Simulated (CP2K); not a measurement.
# C2HClF2 (SMILES FC(F)=CCl): PM6

What is the energy change on altering one bond length of C2HClF2 at PM6? 

The calculation is run with CP2K 2026.2.

2 further runs of the same task are left out: 1 that didn't finish, 1 set aside as unsound or not needed.

## 1. The molecule

C2HClF2: 6 atoms, total charge 0, spin state singlet. As SMILES, `FC(F)=CCl`. The coordinates come from a PBE0-D4/def2-TZVP relaxation.

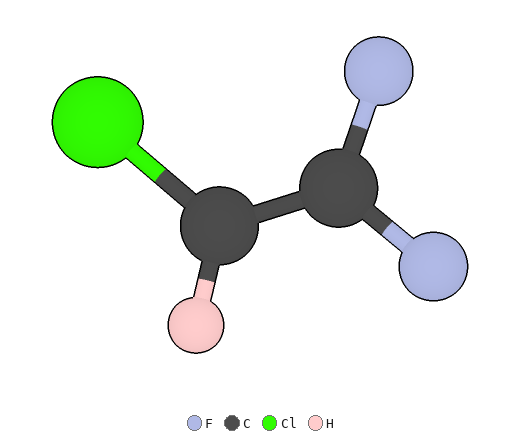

Viewed from a chosen angle; fluorine light blue, carbon dark grey, chlorine green, hydrogen pink.

## 2. A single-point energy at PM6

Contents of run.inp:

```
&GLOBAL
  PROJECT_NAME run
  RUN_TYPE ENERGY
  PRINT_LEVEL MEDIUM
&END GLOBAL

&FORCE_EVAL
  METHOD QUICKSTEP
  &DFT
    CHARGE 0
    MULTIPLICITY 1
    ! Quickstep
    &QS
      METHOD PM6
      EPS_DEFAULT 1.0E-10
      &SE
        &COULOMB
          CUTOFF [angstrom] 50
          RC_RANGE [angstrom] 0
        &END COULOMB
        &EXCHANGE
          CUTOFF [angstrom] 50
          RC_RANGE [angstrom] 0
        &END EXCHANGE
      &END SE
    &END QS
    &POISSON
      PERIODIC NONE
      POISSON_SOLVER ANALYTIC
    &END POISSON
    &SCF
      SCF_GUESS ATOMIC
      EPS_SCF 1.0E-07
      MAX_SCF 100
      ADDED_MOS 8
      &DIAGONALIZATION
        ALGORITHM STANDARD
      &END DIAGONALIZATION
      &MIXING
        METHOD DIRECT_P_MIXING
        ALPHA 0.4
      &END MIXING
    &END SCF
    &PRINT
      &MOMENTS
        PERIODIC F
        REFERENCE COM
        MAX_MOMENT 1
      &END MOMENTS
      &MO ON
        ENERGIES T
        OCCUPATION_NUMBERS T
        NDIGITS 6
        &EACH
          QS_SCF 0
        &END EACH
        ADD_LAST NUMERIC
      &END MO
      &HIRSHFELD OFF
      &END HIRSHFELD
    &END PRINT
  &END DFT
  ! structure
  &SUBSYS
    &CELL
      ABC [angstrom] 9.9 11.1 10.9
      PERIODIC NONE
    &END CELL
    &COORD
      F      5.920010     4.829930     6.897070
      C      5.286650     5.078110     5.775400
      F      5.211510     4.007690     5.032300
      C      4.800640     6.267080     5.468480
      Cl     3.979990     6.566740     4.002930
      H      4.915200     7.092310     6.154000
    &END COORD
  &END SUBSYS
&END FORCE_EVAL
```

The run is started by

```sh
$ OMP_NUM_THREADS=1 cp2k.psmp run.inp > run.out
```

Log:

```text
CP2K| version string:                                       CP2K version 2026.2
[...]
 GLOBAL| Method name                                                        CP2K
[...]
 GLOBAL| Run type                                                         ENERGY
[...]
                             - Atoms:                                          6
[...]
                             - Spherical basis functions:                     26
[...]
 Number of electrons:                                                         30
[...]
     1 P_Mix/Diag. 0.40E+00    0.0     0.68964391       -48.8987457616 -4.89E+01
[...]
    22 DIIS/Diag.  0.47E-07    0.0     0.00000005       -53.4577675771 -2.84E-14
  *** SCF run converged in    22 steps ***
  Core-core repulsion energy [eV]:                           2127.45575898429024
  Core Hamiltonian energy [eV]:                             -2388.45435832774683
  Two-electron integral energy [eV]:                        -2387.32246862156080
  Electronic energy [eV]:                                   -3582.11559263852678
  Total energy [eV]:                                        -1454.65983365423699
  Atomic reference energy [eV]:                              1450.85042176340926
  Heat of formation [kcal/mol]:                               -87.84713207994847
[...]
 SE_DIPOLE| Moment [Debye]         -0.09511951      -0.65367751      -0.55174000
 SE_DIPOLE| Derivative [a.u.]       0.00000000       0.00000000       0.00000000
 ENERGY| Total FORCE_EVAL ( QS ) energy [hartree]            -53.457767577070584
[...]
```

Wall time 0.22 s (1 thread of Arm Neoverse V2, shared host).

## 3. The distorted shape

Contents of job.inp:

```
&GLOBAL
    PROJECT_NAME job
    RUN_TYPE ENERGY
    PRINT_LEVEL MEDIUM
&END GLOBAL

&FORCE_EVAL
    METHOD Quickstep
    &DFT
        CHARGE 0
        MULTIPLICITY 1
        &QS
            METHOD PM6
            EPS_DEFAULT 1.0E-10
            &SE
                &COULOMB
                    CUTOFF [angstrom] 50
                    RC_RANGE [angstrom] 0
                &END COULOMB
                &EXCHANGE
                    CUTOFF [angstrom] 50
                    RC_RANGE [angstrom] 0
                &END EXCHANGE
            &END SE
        &END QS
        &POISSON
            PERIODIC NONE
            POISSON_SOLVER ANALYTIC
        &END POISSON
        &SCF
            SCF_GUESS ATOMIC
            EPS_SCF 1.0E-07
            MAX_SCF 100
            ADDED_MOS 8
            &DIAGONALIZATION
                ALGORITHM STANDARD
            &END DIAGONALIZATION
            &MIXING
                METHOD DIRECT_P_MIXING
                ALPHA 0.4
            &END MIXING
        &END SCF
        &PRINT
            &MOMENTS
                PERIODIC F
                REFERENCE COM
                MAX_MOMENT 1
            &END MOMENTS
            &MO ON
                ENERGIES T
                OCCUPATION_NUMBERS T
                NDIGITS 6
                &EACH
                    QS_SCF 0
                &END EACH
                ADD_LAST NUMERIC
            &END MO
            &HIRSHFELD OFF
            &END HIRSHFELD
        &END PRINT
    &END DFT
    &SUBSYS
        &CELL
            ABC [angstrom] 10 11.3 10.9
            PERIODIC NONE
        &END CELL
        &COORD
            F      6.006457     4.840767     6.920086
            C      5.373097     5.088947     5.798416
            F      5.297957     4.018526     5.055316
            C      4.814193     6.456244     5.445464
            Cl     3.993543     6.755904     3.979914
            H      4.928753     7.281474     6.130984
        &END COORD
    &END SUBSYS
&END FORCE_EVAL
```

The run is started by

```sh
$ OMP_NUM_THREADS=1 cp2k.psmp -i job.inp -o job.out
```

Log:

```text
CP2K| version string:                                       CP2K version 2026.2
[...]
 GLOBAL| Method name                                                        CP2K
[...]
 GLOBAL| Run type                                                         ENERGY
[...]
                             - Atoms:                                          6
[...]
                             - Spherical basis functions:                     26
[...]
 Number of electrons:                                                         30
[...]
     1 P_Mix/Diag. 0.40E+00    0.0     0.67291249       -49.0411841079 -4.90E+01
[...]
    22 DIIS/Diag.  0.59E-07    0.0     0.00000008       -53.4256533530  1.42E-14
  *** SCF run converged in    22 steps ***
  Core-core repulsion energy [eV]:                           2064.08149940763587
  Core Hamiltonian energy [eV]:                             -2384.21117723974339
  Two-electron integral energy [eV]:                        -2267.31256668836522
  Electronic energy [eV]:                                   -3517.86746058392600
  Total energy [eV]:                                        -1453.78596117628990
  Atomic reference energy [eV]:                              1450.85042176340926
  Heat of formation [kcal/mol]:                               -67.69515240663301
[...]
 SE_DIPOLE| Moment [Debye]         -0.14714999      -0.50014428      -0.57003523
 SE_DIPOLE| Derivative [a.u.]       0.00000000       0.00000000       0.00000000
 ENERGY| Total FORCE_EVAL ( QS ) energy [hartree]            -53.425653353018120
[...]
```

Run time: 0.22 s. Hardware: 1 thread of Arm Neoverse V2, shared host.

## 4. Results

At PM6:

| quantity | value |
| --- | --- |
| first shape: total energy | -53.45777 Eh |
| first shape: dipole moment | 0.86 D |
| first shape: HOMO energy | -10.28 eV |
| first shape: LUMO energy | -0.18 eV |
| first shape: HOMO–LUMO gap | 10.11 eV |
| first shape: heat of formation | -87.8 kcal/mol |
| distorted shape: total energy | -53.42565 Eh |
| distorted shape: dipole moment | 0.77 D |
| distorted shape: HOMO energy | -9.62 eV |
| distorted shape: LUMO energy | -0.70 eV |
| distorted shape: HOMO–LUMO gap | 8.92 eV |
| distorted shape: heat of formation | -67.7 kcal/mol |
| energy change with the C2–C4 bond stretched from 1.321 to 1.519 Å | 0.874 eV |

With the C2–C4 bond stretched from 1.321 to 1.519 Å the energy rises by 0.87 eV (20.2 kcal/mol). The first shape isn't relaxed at this level, so the change isn't measured from a minimum.
